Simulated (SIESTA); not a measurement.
Band structure of La3Al (Pm-3m, 4 atoms in the cell).

```xyz
4
Lattice="4.9775 0.0000 0.0000 0.0000 4.9775 0.0000 0.0000 0.0000 4.9775" Properties=species:S:1:pos:R:3 pbc="T T T"
La     0.0000     2.4887     2.4887
La     2.4887     0.0000     2.4887
La     2.4887     2.4887     0.0000
Al     0.0000     0.0000     0.0000
```

Method of the run: GGA PBEsol, numerical atomic orbitals DZP, PseudoDojo PBEsol standard norm-conserving potentials (rewritten from UPF to PSML) run with SIESTA.

Settings: XC.functional = GGA; XC.authors = PBEsol; potentials = PseudoDojo PBEsol standard; PAO.BasisSize = DZP; PAO.EnergyShift = 0.01 Ry; MeshCutoff = 350 Ry; kgrid.MonkhorstPack = 9 9 9; OccupationFunction = MP; OccupationMPOrder = 0; ElectronicTemperature = 2320.9 K; MaxSCFIterations = 150; SCF.Mixer.Method = Pulay; SCF.Mixer.Weight = 0.25; SCF.Mixer.History = 6.

The starting cell comes from a database of computed structures (which also holds hypothetical and non-ambient phases and stackings), without a prior relaxation at this level. Values carry the incompleteness of an atom-centred basis.

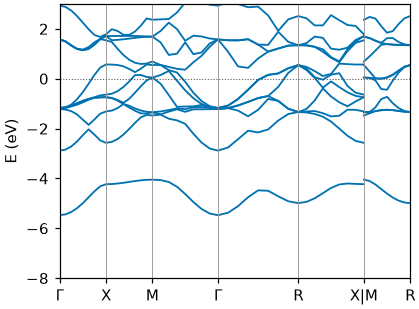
Figure: Bands along the path, energies from the Fermi level.

Levels in eV from the Fermi level, bands 15 to 20:
```json
[
 {"point": "Γ", "15": "-1.22", "16": "-1.22", "17": "-1.17", "18": "-1.17", "19": "-1.17", "20": "1.58"},
 {"point": "X", "15": "-1.31", "16": "-0.74", "17": "-0.74", "18": "-0.64", "19": "0.57", "20": "1.54"},
 {"point": "M", "15": "-1.35", "16": "-1.35", "17": "0.05", "18": "0.05", "19": "0.55", "20": "0.69"},
 {"point": "R", "15": "-1.34", "16": "-1.34", "17": "0.55", "18": "0.55", "19": "0.55", "20": "1.34"}
]
```

Bands cross the Fermi level along this path, so the cell is metallic at this level.

Higher empty bands are left out: an atom-centred basis made for the valence describes them poorly.
